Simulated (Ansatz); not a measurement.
**BFHInO (SMILES F[B]1[O][InH]1): density, localisation and related maps**

Input

```
crystal:
  periodic: [false, false, false]
  atoms:
    - {symbol: B, position_ang: [-2.049553, 1.049093, -1.710420]}
    - {symbol: F, position_ang: [-1.694602, 1.399914, -2.935955]}
    - {symbol: In, position_ang: [-0.936651, -0.026914, -0.000464]}
    - {symbol: O, position_ang: [-2.996912, 1.061162, -0.859282]}
    - {symbol: H, position_ang: [-1.217385, -0.576680, 1.664324]}
basis:
  gaussian: {orbitals: def2-TZVPD}
hamiltonian: {xc: {name: PBE0}}
output: {forces: true, orbitals: {seedname: orbitals}}
```

Launched as:

```sh
ansatz run input.yaml --threads 1 --pin off --max-ram 2610MiB --events-out events.jsonl --progress --plain --runs-dir runs
```

Geometry: PBE-D3(BJ)/def2-SVP; core potentials replace the inner electrons of In.

Level of theory: isolated molecule in a Gaussian basis; Kohn-Sham density functional theory, functional PBE0 (Ansatz).

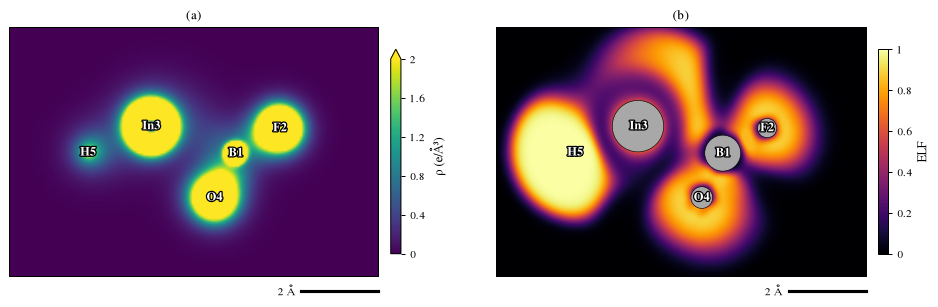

Figure 1. (a) electron density; (b) electron localisation function on the molecular plane. Grey discs cover the atomic cores in the ELF map.

Describe what can be read from this map.

- The section cuts through B, F, In, O and H sites.
- B–O (1.27 Å): the density is about 2.6 e/Å³ at the midpoint; the ELF peaks at about 0.85 between the atoms, as expected for a short, strongly polar bond.
- B–F (1.32 Å): ρ is about 2.2 e/Å³ halfway; the ELF peaks at about 0.85 between the atoms: a shared but strongly polarised pair.
- In–B (2.31 Å): ρ at the midpoint is about 0.47 e/Å³; the ELF peaks at about 0.60 in the valence shell of B, 0.8 Å from its nucleus, and drops to about 0.25 between the two atoms.
- In–O (2.48 Å): the density is about 0.3 e/Å³ at the midpoint; the ELF is about 0.15 at the midpoint.
- In–H (1.78 Å): the density is about 1.1 e/Å³ at the midpoint; the ELF climbs to about 1 towards the hydrogen.
- The ELF also peaks beside O4 and F2, away from the bonds: lone-pair regions.

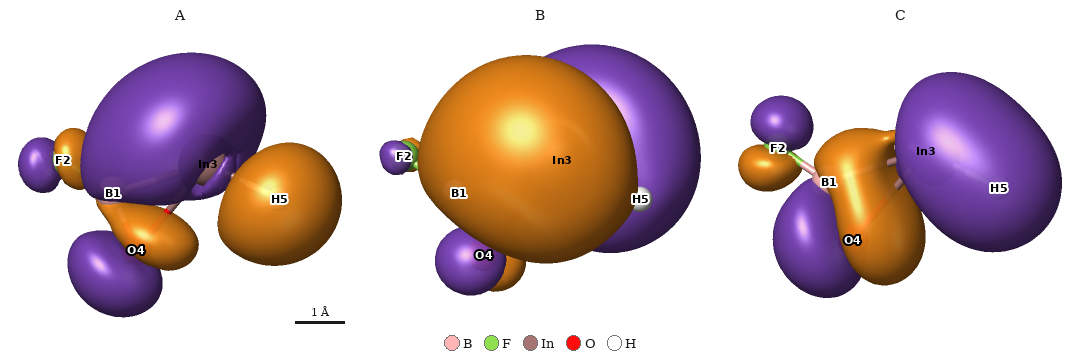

Figure 2. Three frontier orbitals at ±0.06 Å⁻³ᐟ² (orange and purple are the two phases), in no order.

Order the three orbitals by energy and name them.

C is the HOMO−1 (−9.59 eV). By Hirshfeld shares it lies mainly on O4 (about 40 %), In3 (about 25 %), H5 (about 20 %) and B1 (about 10 %); it is symmetric in the molecular plane (an in-plane orbital: σ, lone-pair or in-plane π type). A is the HOMO (−6.71 eV). By Hirshfeld shares it lies mainly on In3 (about 45 %), O4 (about 20 %), H5 (about 15 %) and B1 (about 15 %); it is symmetric in the molecular plane (an in-plane orbital: σ, lone-pair or in-plane π type). B is the LUMO (−2.23 eV). It lies mainly on In3 (about 85 %) and B1 (about 10 %); it changes sign across the molecular plane (π type).

What is the HOMO–LUMO gap?

4.48 eV between the orbital energies.

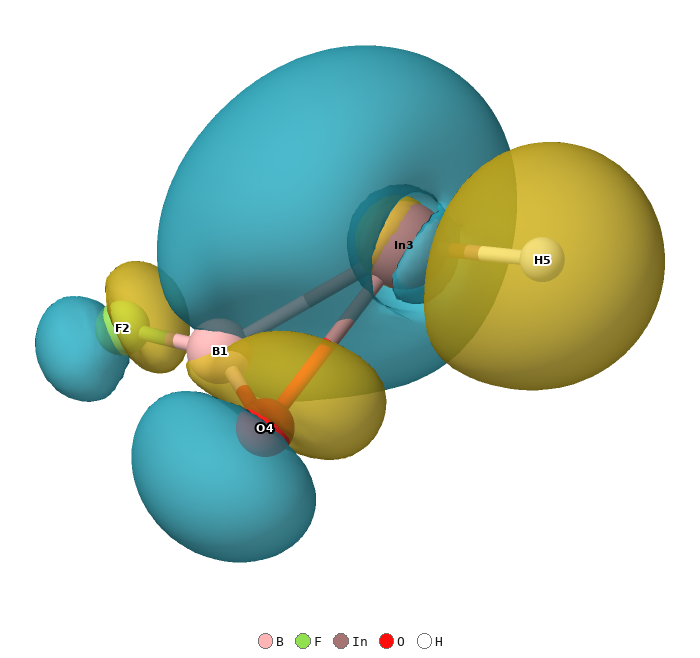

Figure 3. One frontier orbital at ±0.06 Å⁻³ᐟ² (yellow and cyan are the two phases), seen at a tilt.

Which orbital is it: HOMO or LUMO?

The HOMO, at −6.71 eV. By Hirshfeld shares it lies mainly on In3 (about 45 %), O4 (about 20 %), H5 (about 15 %) and B1 (about 15 %); it is symmetric in the molecular plane (an in-plane orbital: σ, lone-pair or in-plane π type).
